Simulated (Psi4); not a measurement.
# UCCSD/cc-pVTZ run of NO2 (nitrogen dioxide)

What is the vertical doublet–quartet gap of NO2 (nitrogen dioxide) at UCCSD/cc-pVTZ? 

The calculation is run with Psi4 1.11.

2 further runs of the same task are left out: 1 that didn't finish, 1 set aside as unsound or not needed.

### Step 1. The structure to begin with

NO2 has 3 atoms, charge 0, and is taken as a doublet. As SMILES, `[O]N=O`. Geometry: relaxed at PBE0-D4/def2-TZVP.

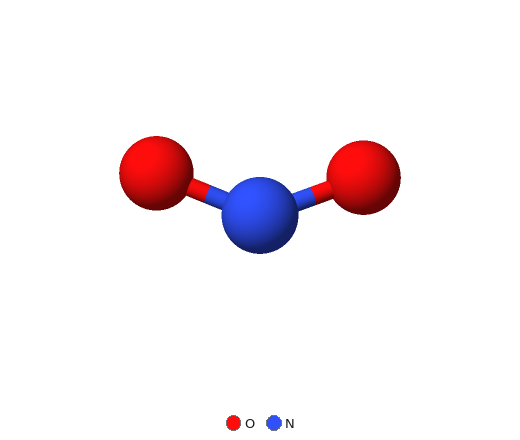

Viewed from a chosen angle; oxygen red, nitrogen blue.

### Step 2. A single-point energy at UCCSD/cc-pVTZ

The input, no2.xyz:

```xyz
3
NO2
O      0.209760    -1.082190     0.000620
N     -0.265470    -0.009110    -0.145890
O      0.055690     1.091300     0.145270
```

The input, run.py:

```python
import numpy as np
from ase.calculators.psi4 import Psi4
from ase.io import read

atoms = read('no2.xyz')
calc = Psi4(atoms=atoms, method='ccsd', basis='cc-pVTZ', memory='2200MB', num_threads=1, charge=0, multiplicity=2, label='psi4-calc', reference='uhf')
calc.psi4.set_options({'puream': True, 'e_convergence': 1e-09, 'd_convergence': 1e-08, 'scf_type': 'pk', 'num_frozen_docc': 3, 'maxiter': 100})
atoms.calc = calc

print(f'energy: {atoms.get_potential_energy():.6f} eV')
```

The run is started by

```sh
$ python run.py
```

psi4-calc.dat, shortened:

```text
[...]
  Running in c1 symmetry.
[...]
  Nuclear repulsion =   65.620562169471697
[...]
  Multiplicity = 2
[...]
  Nalpha       = 12
  Nbeta        = 11
[...]
    Number of basis functions: 90
[...]
   @UHF iter   1:  -204.01046997759596   -4.60958e-01   5.85975e-03 DIIS/ADIIS
[...]
   @UHF iter  16:  -204.11274469375468   -7.78755e-12   6.49892e-09 DIIS
[...]
   @S^2 Observed:                7.691570219E-01
[...]
    Orbital Energies [Eh]
    ---------------------
    Alpha Occupied:
       1A    -20.683120     2A    -20.683070     3A    -15.874976
       4A     -1.687416     5A     -1.505309     6A     -0.967369
       7A     -0.839460     8A     -0.805923     9A     -0.770681
      10A     -0.596586    11A     -0.528700    12A     -0.497007
    Alpha Virtual:
      13A      0.085394    14A      0.377602    15A      0.429221
      16A      0.540748    17A      0.565694    18A      0.592989
      19A      0.670245    20A      0.734883    21A      0.779439
      22A      0.795025    23A      0.819505    24A      0.845937
      25A      0.848716    26A      1.120579    27A      1.121781
[...]
  @UHF Final Energy:  -204.11274469375468
   => Energetics <=
    Nuclear Repulsion Energy =             65.6205621694716967
    One-Electron Energy =                -409.5949572181635858
    Two-Electron Energy =                 139.8616503549372396
    Total Energy =                       -204.1127446937546779
  UHF NO Occupations:
  HONO-2 :   10  A 1.9969964
  HONO-1 :   11  A 1.9946319
[...]
 Multipole Moments:
 ------------------------------------------------------------------------------------
     Multipole            Electronic (a.u.)      Nuclear  (a.u.)        Total (a.u.)
 ------------------------------------------------------------------------------------
 L = 1.  Multiply by 2.5417464519 to convert [e a0] to [Debye]
 Dipole X            :         -0.2354391            0.0019695           -0.2334696
 Dipole Y            :         -0.0080907            0.0000676           -0.0080231
 Dipole Z            :         -0.1293908            0.0010824           -0.1283084
 Magnitude           :                                                    0.2665248
[...]
      * MP2 total energy                      = -204.778540590487722
[...]
      * CCSD total energy                     = -204.764410243319105
```

Standard output:

```text
energy: -5571.923411 eV
```

Run time: 65 s. Hardware: 1 thread of Intel Xeon Platinum 8259CL at 2.50GHz (Skylake/Cascade Lake), shared host; peak memory 0.83 GiB.

### Step 3. The quartet, same level

The input, no2.py:

```python
import psi4

psi4.set_memory('2200 MB')
psi4.set_num_threads(1)
psi4.set_output_file('psi4.out', False)

mol = psi4.geometry("""
0 4
O      0.39638895    -2.04504271     0.00117163
N     -0.50166559    -0.01721540    -0.27569214
O      0.10523885     2.06225812     0.27452051
units bohr
symmetry c1
no_reorient
no_com
""")

psi4.set_options({
    'basis': 'cc-pVTZ',
    'reference': 'uhf',
    'puream': True,
    'e_convergence': 1e-09,
    'd_convergence': 1e-08,
    'scf_type': 'pk',
    'num_frozen_docc': 3,
    'maxiter': 100,
})

result = psi4.energy("ccsd")
print(f'ccsd energy: {result:.10f} Eh')
```

The run is started by

```sh
$ python no2.py
```

psi4.out, shortened:

```text
[...]
  Running in c1 symmetry.
[...]
  Nuclear repulsion =   65.620562330016966
[...]
  Multiplicity = 4
[...]
  Nalpha       = 13
  Nbeta        = 10
[...]
    Number of basis functions: 90
[...]
   @UHF iter   1:  -203.93344626054227   -3.83934e-01   3.97002e-03 DIIS/ADIIS
[...]
   @UHF iter  16:  -204.01743291121252   -9.66338e-13   5.83389e-09 DIIS
[...]
   @S^2 Observed:                3.793059743E+00
[...]
    Orbital Energies [Eh]
    ---------------------
    Alpha Occupied:
       1A    -20.716286     2A    -20.716262     3A    -15.718354
       4A     -1.706302     5A     -1.545957     6A     -0.999616
       7A     -0.859461     8A     -0.854407     9A     -0.828777
      10A     -0.691440    11A     -0.668907    12A     -0.497405
      13A     -0.379520
    Alpha Virtual:
      14A      0.362974    15A      0.427086    16A      0.569788
      17A      0.579513    18A      0.589694    19A      0.675241
      20A      0.715087    21A      0.755743    22A      0.783854
      23A      0.803357    24A      0.817033    25A      0.849467
[...]
  @UHF Final Energy:  -204.01743291121252
   => Energetics <=
    Nuclear Repulsion Energy =             65.6205623300169663
    One-Electron Energy =                -409.7676317555429364
    Two-Electron Energy =                 140.1296365143134324
    Total Energy =                       -204.0174329112125235
  UHF NO Occupations:
  HONO-2 :   11  A 1.0000000
  HONO-1 :   12  A 1.0000000
[...]
 Multipole Moments:
 ------------------------------------------------------------------------------------
     Multipole            Electronic (a.u.)      Nuclear  (a.u.)        Total (a.u.)
 ------------------------------------------------------------------------------------
 L = 1.  Multiply by 2.5417464519 to convert [e a0] to [Debye]
 Dipole X            :         -0.4716017            0.5013633            0.0297616
 Dipole Y            :         -0.0161881            0.0172155            0.0010274
 Dipole Z            :         -0.2593355            0.2756921            0.0163566
 Magnitude           :                                                    0.0339756
[...]
      * MP2 total energy                      = -204.577931782804143
[...]
      * CCSD total energy                     = -204.601838052073020
```

Standard output:

```text
ccsd energy: -204.6018380521 Eh
```

It took 75 s on 1 thread of Intel Xeon Platinum 8259CL at 2.50GHz (Skylake/Cascade Lake), shared host; peak memory 0.84 GiB.

### Step 4. Outcome

Level: UCCSD/cc-pVTZ, 3 core orbitals frozen.

```
                                                           quantity          value
                                              doublet: total energy  -204.76441 Eh
doublet: HOMO energy (Hartree–Fock orbitals) (highest over α and β)      -13.51 eV
 doublet: LUMO energy (Hartree–Fock orbitals) (lowest over α and β)        1.24 eV
               doublet: correlation energy (3 core orbitals frozen)     -651.7 mEh
                         doublet: ⟨S²⟩ of the reference determinant          0.769
                                             doublet: T1 diagnostic          0.033
                                              quartet: total energy  -204.60184 Eh
quartet: HOMO energy (Hartree–Fock orbitals) (highest over α and β)      -10.33 eV
 quartet: LUMO energy (Hartree–Fock orbitals) (lowest over α and β)        0.06 eV
               quartet: correlation energy (3 core orbitals frozen)     -584.4 mEh
                         quartet: ⟨S²⟩ of the reference determinant          3.793
                                             quartet: T1 diagnostic          0.038
                   vertical energy of the quartet above the doublet       4.424 eV
```

**Reading.** At this shape the quartet lies 4.42 eV (427 kJ/mol) above the doublet.
